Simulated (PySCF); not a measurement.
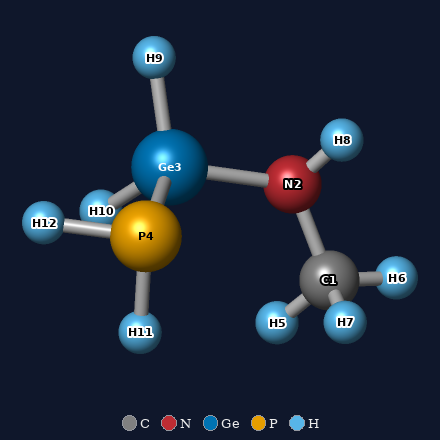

CH₈GeNP, SMILES C[NH][GeH2][PH2], singlet. Vertical core-electron binding energies by ΔSCF (SCAN, pcX-2 on the ionised atom, pcseg-1 elsewhere, spin-free X2C; PySCF, at a PBE0-D3(BJ)/def2-SVP geometry (no frequency check)), gas phase, against the vacuum level. One atom of each kind was ionised; within a panel, areas follow the number of like atoms and 2j + 1 (2p levels are split by first-order spin-orbit coupling, an approximation), Gaussians of 0.6 eV full width. Only the regions named are shown.

Q: Predict the P 2p photoelectron lines.

A:
| level | atoms | binding energy (eV) |
| --- | --- | --- |
| P 2p1/2 | P4 | 136.9 |
| P 2p3/2 | P4 | 136.0 |

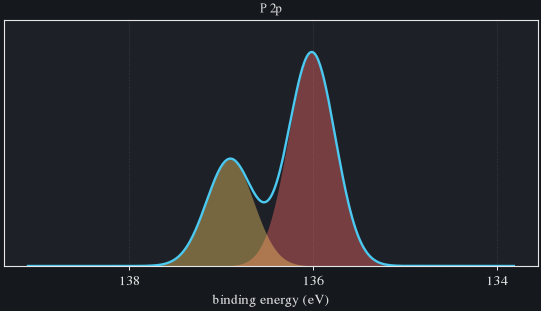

Note: one conformer of a flexible molecule.
